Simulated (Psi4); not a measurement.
Single-point calculation of Si$_{2}$H$_{5}$O

- system: Si$_{2}$H$_{5}$O, multiplicity 2
- method: CAM-B3LYP/cc-pVTZ, UKS (Psi4 1.11)

The geometry comes from this level: PBE0-D4/def2-TZVP.

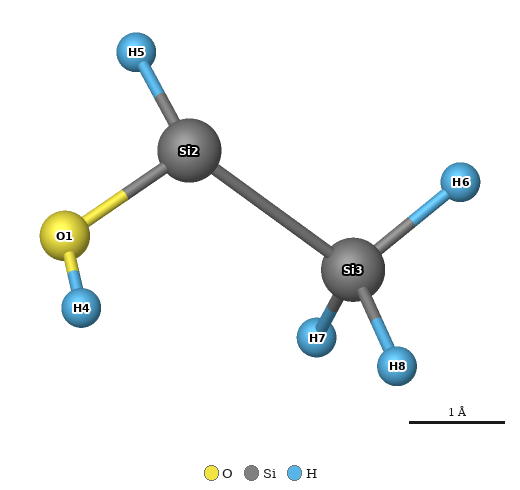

Figure 1. The structure (ball-and-stick view, seen at a tilt; atoms are numbered from 1 in the order of the input). Bond lengths as drawn: H–O 0.96 Å, H–Si 1.49 Å, O–Si 1.66 Å and Si–Si 2.34 Å.

**Input (calc.in)**
```
memory 1600 mb

molecule {
  0 2
  O     -0.929000     0.938400    -1.717100
  Si     0.090400     1.134000    -0.425000
  Si     0.314200    -0.774200     0.917600
  H     -1.805900     0.598400    -1.530300
  H      1.378700     1.582300    -1.024400
  H      1.190000    -0.426800     2.069000
  H      0.883900    -1.960400     0.216700
  H     -1.030200    -1.148700     1.437600
  units angstrom
  symmetry c1
}

set globals {
  basis                cc-pVTZ
  reference            uks
  puream               true
  scf_type             df
  dft_radial_points    99
  dft_spherical_points 590
  maxiter              100
}

E, wfn = energy("cam-b3lyp", return_wfn=True)
```

Hardware: 1 thread of Intel Xeon (Granite Rapids), 64 GiB of memory available, shared host.

Run as:
```bash
psi4 -n 1 calc.in calc.out
```

**Output**
```
Psi4 1.11 release

   => Loading Basis Set <=

    Name: CC-PVTZ
    Role: ORBITAL
    Keyword: BASIS

         ---------------------------------------------------------
                                   SCF
                              UKS Reference
                        1 Threads,   1525 MiB Core
         ---------------------------------------------------------

  ==> Geometry <==

    Molecular point group: c1
    Full point group: C1

    Geometry (in Angstrom), charge = 0, multiplicity = 2:

       Center              X                  Y                   Z               Mass
    ------------   -----------------  -----------------  -----------------  -----------------
         O           -0.891091609924     0.630430516945    -1.554662906495    15.994914619570
         SI           0.128308390076     0.826030516945    -0.262562906495    27.976926534650
         SI           0.352108390076    -1.082169483055     1.080037093505    27.976926534650
         H           -1.767991609924     0.290430516945    -1.367862906495     1.007825032230
         H            1.416608390076     1.274330516945    -0.861962906495     1.007825032230
         H            1.227908390076    -0.734769483055     2.231437093505     1.007825032230
         H            0.921808390076    -2.268369483055     0.379137093505     1.007825032230
         H           -0.992291609924    -1.456669483055     1.600037093505     1.007825032230

  Running in c1 symmetry.

  Rotational constants: A =      0.59651  B =      0.11034  C =      0.09795 [cm^-1]
  Rotational constants: A =  17882.83232  B =   3307.92582  C =   2936.48119 [MHz]
  Nuclear repulsion =  142.948479423165793

  Charge       = 0
  Multiplicity = 2
  Electrons    = 41
  Nalpha       = 21
  Nbeta        = 20

  ==> Algorithm <==

  SCF Algorithm Type is DF.
  DIIS enabled.
  MOM disabled.
  Fractional occupation disabled.
  Guess Type is SAD.
  Energy threshold   = 1.00e-06
  Density threshold  = 1.00e-06
  Integral threshold = 1.00e-12

  ==> Primary Basis <==

  Basis Set: CC-PVTZ
    Blend: CC-PVTZ
    Number of shells: 64
    Number of basis functions: 168
    Number of Cartesian functions: 188
    Spherical Harmonics?: true
    Max angular momentum: 3

  ==> DFT Potential <==

   => LibXC <=

    Version 7.1.2

   => Composite Functional: CAM-B3LYP <=

    CAM-B3LYP Hyb-GGA Exchange-Correlation Functional

    Deriv               =              1
    GGA                 =           TRUE
    Meta                =          FALSE

    Exchange Hybrid     =           TRUE
    MP2 Hybrid          =          FALSE

   => Exchange Functionals <=

    0.3500         Becke 88 [omega = 0.3300]
    0.4600   Short-range recipe for B88 functional - erf [omega = 0.3300]

   => Exact (HF) Exchange <=

    0.4600            HF,LR [omega = 0.3300]
    0.1900               HF

   => Correlation Functionals <=

    0.1900   Vosko, Wilk & Nusair (VWN5)
    0.8100   Lee, Yang & Parr

   => LibXC Density Thresholds  <==

    XC_HYB_GGA_XC_CAM_B3LYP:  1.00E-14

   => Molecular Quadrature <=

    Radial Scheme          =       TREUTLER
    Pruning Scheme         =           NONE
    Nuclear Scheme         =       TREUTLER

    Blocking Scheme        =         OCTREE
    BS radius alpha        =              1
    Pruning alpha          =              1
    Radial Points          =             99
    Spherical Points       =            590
    Total Points           =         444625
    Total Blocks           =           3226
    Max Points             =            256
    Max Functions          =            168
    Weights Tolerance      =       1.00E-15

   => Loading Basis Set <=

    Name: (CC-PVTZ AUX)
    Role: JKFIT
    Keyword: DF_BASIS_SCF

  ==> Integral Setup <==

  DFHelper Memory: AOs need 0.291 GiB; user supplied 0.291 GiB.
  SCF_SUBTYPE=INCORE selected. In-core MEM_DF algorithm will be used.
  Using in-core AOs.

  ==> MemDFJK: Density-Fitted J/K Matrices <==

    J tasked:                   Yes
    K tasked:                   Yes
    wK tasked:                  Yes
    Omega:                3.300E-01
    Memory [MiB]:               297
    Algorithm:                 Core
    Schwarz Cutoff:           1E-12
    Mask sparsity (%):       4.6910
    Fitting Condition:        1E-10

   => Auxiliary Basis Set <=

  Basis Set: (CC-PVTZ AUX)
    Blend: CC-PVTZ-JKFIT
    Number of shells: 149
    Number of basis functions: 471
    Number of Cartesian functions: 561
    Spherical Harmonics?: true
    Max angular momentum: 4

  Cached 50.0% of DFT collocation blocks in 0.801 [GiB].

  Minimum eigenvalue in the overlap matrix is 1.9666248593E-03.
  Reciprocal condition number of the overlap matrix is 3.6244503092E-04.
    Using symmetric orthogonalization.

  ==> Pre-Iterations <==

  SCF Guess: Superposition of Atomic Densities via on-the-fly atomic UHF (no occupation information).

   -------------------------
    Irrep   Nso     Nmo
   -------------------------
     A        168     168
   -------------------------
    Total     168     168
   -------------------------

  ==> Iterations <==

                           Total Energy        Delta E     RMS |[F,P]|

   @DF-UKS iter SAD:  -656.53243906594014   -6.56532e+02   0.00000e+00
   @DF-UKS iter   1:  -657.06780101504728   -5.35362e-01   4.13761e-03 DIIS/ADIIS
   @DF-UKS iter   2:  -656.93549869525771    1.32302e-01   5.49113e-03 DIIS/ADIIS
   @DF-UKS iter   3:  -657.23326051739377   -2.97762e-01   6.04810e-04 DIIS/ADIIS
   @DF-UKS iter   4:  -657.23732465052058   -4.06413e-03   8.90001e-05 DIIS
   @DF-UKS iter   5:  -657.23752015322316   -1.95503e-04   2.15512e-05 DIIS
   @DF-UKS iter   6:  -657.23753915769976   -1.90045e-05   6.37114e-06 DIIS
   @DF-UKS iter   7:  -657.23754136174398   -2.20404e-06   2.44075e-06 DIIS
   @DF-UKS iter   8:  -657.23754164514355   -2.83400e-07   6.23020e-07 DIIS
  Energy and wave function converged.

  ==> Post-Iterations <==

   Electrons on quadrature grid:
      Nalpha   =   20.9999997219 ; deviation = -2.781e-07
      Nbeta    =   19.9999996619 ; deviation = -3.381e-07
      Ntotal   =   40.9999993838 ; deviation = -6.162e-07

   @Spin Contamination Metric:   3.886164367E-03
   @S^2 Expected:                7.500000000E-01
   @S^2 Observed:                7.538861644E-01
   @S   Expected:                5.000000000E-01
   @S   Observed:                5.000000000E-01

    Orbital Energies [Eh]
    ---------------------

    Alpha Occupied:

       1A    -66.229864     2A    -66.206689     3A    -19.216035
       4A     -5.372707     5A     -5.354009     6A     -3.734759
       7A     -3.731159     8A     -3.729319     9A     -3.712903
      10A     -3.712436    11A     -3.712230    12A     -1.098628
      13A     -0.656137    14A     -0.614929    15A     -0.511682
      16A     -0.463593    17A     -0.442443    18A     -0.419245
      19A     -0.415537    20A     -0.358855    21A     -0.252100

    Alpha Virtual:

      22A      0.023677    23A      0.065138    24A      0.072487
      25A      0.079825    26A      0.098593    27A      0.116821
      28A      0.132511    29A      0.200370    30A      0.205434
      31A      0.224632    32A      0.228381    33A      0.252930
      34A      0.264737    35A      0.277532    36A      0.300050
      37A      0.324512    38A      0.359661    39A      0.363488
      40A      0.367781    41A      0.399528    42A      0.404863
      43A      0.426045    44A      0.434957    45A      0.454350
      46A      0.528418    47A      0.545254    48A      0.555508
      49A      0.617246    50A      0.662930    51A      0.680931
      52A      0.715633    53A      0.720318    54A      0.752242
      55A      0.760237    56A      0.793499    57A      0.825049
      58A      0.854297    59A      0.863231    60A      0.892208
      61A      0.901826    62A      0.952499    63A      0.979157
      64A      0.984281    65A      1.013670    66A      1.023144
      67A      1.053113    68A      1.067805    69A      1.099052
      70A      1.121725    71A      1.131588    72A      1.142646
      73A      1.170025    74A      1.184969    75A      1.209033
      76A      1.227069    77A      1.279686    78A      1.306746
      79A      1.322038    80A      1.351474    81A      1.376751
      82A      1.379127    83A      1.422001    84A      1.440149
      85A      1.463060    86A      1.496349    87A      1.520463
      88A      1.532222    89A      1.538571    90A      1.576890
      91A      1.628395    92A      1.645399    93A      1.662930
      94A      1.704156    95A      1.916813    96A      2.004396
      97A      2.064312    98A      2.148296    99A      2.223668
     100A      2.261506   101A      2.317539   102A      2.379467
     103A      2.388323   104A      2.434626   105A      2.568221
     106A      2.706065   107A      2.820335   108A      2.886459
     109A      2.939578   110A      3.099013   111A      3.214282
     112A      3.266418   113A      3.270774   114A      3.298555
     115A      3.315500   116A      3.366540   117A      3.394465
     118A      3.416104   119A      3.426357   120A      3.429946
     121A      3.457185   122A      3.564524   123A      3.593117
     124A      3.607951   125A      3.610560   126A      3.634618
     127A      3.674218   128A      3.685500   129A      3.719210
     130A      3.725601   131A      3.742320   132A      3.797020
     133A      3.821293   134A      3.914081   135A      3.933916
     136A      3.942683   137A      3.970407   138A      4.000073
     139A      4.019081   140A      4.039051   141A      4.056991
     142A      4.116377   143A      4.162903   144A      4.199141
     145A      4.212090   146A      4.229034   147A      4.268400
     148A      4.279679   149A      4.463597   150A      4.626520
     151A      4.695208   152A      4.703011   153A      4.843501
     154A      5.024333   155A      5.251001   156A      5.275373
     157A      5.414231   158A      5.515111   159A      5.543933
     160A      6.474862   161A      6.577678   162A      6.606065
     163A      6.624497   164A      6.715635   165A      6.737923
     166A      7.081958   167A      7.274770   168A     11.167470

    Beta Occupied:

       1A    -66.226961     2A    -66.206290     3A    -19.212889
       4A     -5.369048     5A     -5.353480     6A     -3.729130
       7A     -3.727379     8A     -3.725452     9A     -3.712091
      10A     -3.712040    11A     -3.711661    12A     -1.091986
      13A     -0.646116    14A     -0.611927    15A     -0.496557
      16A     -0.456427    17A     -0.425645    18A     -0.415143
      19A     -0.412198    20A     -0.348685

    Beta Virtual:

      21A     -0.048550    22A      0.028479    23A      0.072112
      24A      0.079305    25A      0.088535    26A      0.102587
      27A      0.122625    28A      0.138011    29A      0.204736
      30A      0.216488    31A      0.228178    32A      0.229652
      33A      0.257775    34A      0.271963    35A      0.295088
      36A      0.312666    37A      0.329660    38A      0.364400
      39A      0.368470    40A      0.370293    41A      0.406209
      42A      0.412485    43A      0.430983    44A      0.438535
      45A      0.459525    46A      0.537169    47A      0.550060
      48A      0.560779    49A      0.624612    50A      0.666183
      51A      0.685942    52A      0.716644    53A      0.725280
      54A      0.757686    55A      0.764632    56A      0.797415
      57A      0.828731    58A      0.858090    59A      0.867600
      60A      0.896747    61A      0.909080    62A      0.958600
      63A      0.987840    64A      0.991866    65A      1.017777
      66A      1.026980    67A      1.059786    68A      1.073149
      69A      1.106849    70A      1.136097    71A      1.138700
      72A      1.149644    73A      1.175047    74A      1.198132
      75A      1.216031    76A      1.233596    77A      1.287485
      78A      1.310151    79A      1.328343    80A      1.361913
      81A      1.379240    82A      1.385271    83A      1.426152
      84A      1.445278    85A      1.470742    86A      1.503900
      87A      1.522752    88A      1.535430    89A      1.543650
      90A      1.583632    91A      1.632354    92A      1.650861
      93A      1.668733    94A      1.709136    95A      1.922990
      96A      2.009316    97A      2.074246    98A      2.150500
      99A      2.227568   100A      2.275649   101A      2.325164
     102A      2.381112   103A      2.390494   104A      2.439553
     105A      2.570435   106A      2.708020   107A      2.823548
     108A      2.888689   109A      2.940825   110A      3.102806
     111A      3.215616   112A      3.266919   113A      3.272864
     114A      3.299725   115A      3.316375   116A      3.370861
     117A      3.398102   118A      3.418018   119A      3.429198
     120A      3.431862   121A      3.458984   122A      3.568463
     123A      3.596083   124A      3.609872   125A      3.613404
     126A      3.636057   127A      3.677312   128A      3.687081
     129A      3.720669   130A      3.726825   131A      3.745517
     132A      3.800300   133A      3.822943   134A      3.915563
     135A      3.935728   136A      3.944366   137A      3.973432
     138A      4.004514   139A      4.023102   140A      4.041936
     141A      4.059624   142A      4.120130   143A      4.164130
     144A      4.202078   145A      4.214334   146A      4.230949
     147A      4.270218   148A      4.281787   149A      4.466987
     150A      4.629296   151A      4.697560   152A      4.703642
     153A      4.848684   154A      5.027681   155A      5.257340
     156A      5.281827   157A      5.415983   158A      5.519565
     159A      5.548332   160A      6.484001   161A      6.586245
     162A      6.610753   163A      6.631130   164A      6.720158
     165A      6.740768   166A      7.086440   167A      7.277719
     168A     11.171550

    Final Occupation by Irrep:
              A
    DOCC [    20 ]
    SOCC [     1 ]
    NA   [    21 ]
    NB   [    20 ]

  @DF-UKS Final Energy:  -657.23754164514355

   => Energetics <=

    Nuclear Repulsion Energy =            142.9484794231657929
    One-Electron Energy =               -1193.6761615805085057
    Two-Electron Energy =                 432.8700024010630614
    DFT Exchange-Correlation Energy =     -39.3798618888638075
    Empirical Dispersion Energy =           0.0000000000000000
    VV10 Nonlocal Energy =                  0.0000000000000000
    Total Energy =                       -657.2375416451435512

  UHF NO Occupations:
  HONO-2 :   19  A 1.9997316
  HONO-1 :   20  A 1.9985279
  HONO-0 :   21  A 1.0000000
  LUNO+0 :   22  A 0.0014721
  LUNO+1 :   23  A 0.0002684
  LUNO+2 :   24  A 0.0000995
  LUNO+3 :   25  A 0.0000617

Computation Completed

Properties will be evaluated at   0.000000,   0.000000,   0.000000 [a0]

Properties computed using the SCF density matrix

 Multipole Moments:

 ------------------------------------------------------------------------------------
     Multipole            Electronic (a.u.)      Nuclear  (a.u.)        Total (a.u.)
 ------------------------------------------------------------------------------------

 L = 1.  Multiply by 2.5417464519 to convert [e a0] to [Debye]
 Dipole X            :         -1.1633244            0.7618317           -0.4014926
 Dipole Y            :          2.5584345           -2.7165735           -0.1581390
 Dipole Z            :         -1.6720368            1.8672778            0.1952410
 Magnitude           :                                                    0.4736278

 ------------------------------------------------------------------------------------

	total time  =         30 seconds =       0.50 minutes

    Psi4 run time: 0:00:29.65
```

**Results in brief**

```csv
quantity,value
outcome,converged
total energy,−657.237542 hartree
basis functions,168
⟨S²⟩,0.754
dipole moment,1.20 D
wall time,31 s
peak memory,1.4 GiB
```
